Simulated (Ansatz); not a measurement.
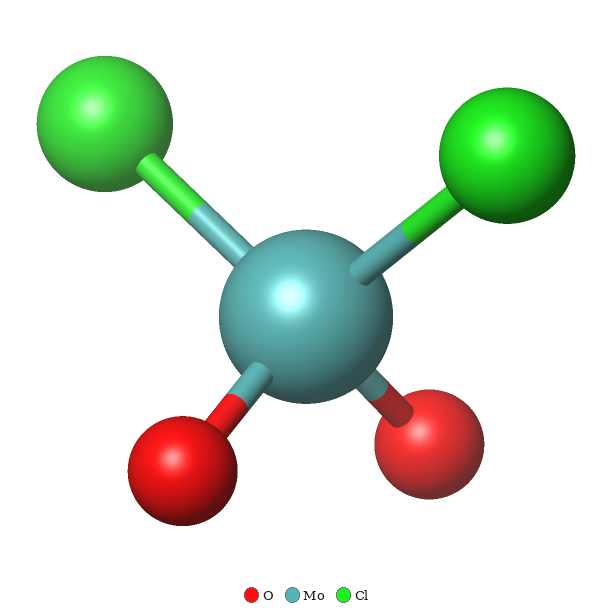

A molecule with one transition-metal atom. Charge 0, singlet. Computed geometry: PBE-D4/def2-SVP optimisation. No frequency run is at hand to confirm it as a minimum.

> Describe the coordination sphere.

Mo binds 4 atoms: 2 O at 1.69 Å, 2 Cl at 2.27 Å. The arrangement is tetrahedral.

> Give the formal oxidation state and the d-electron count.

Mo(VI), d⁰, counting the ligands as closed-shell ions or neutral donors.
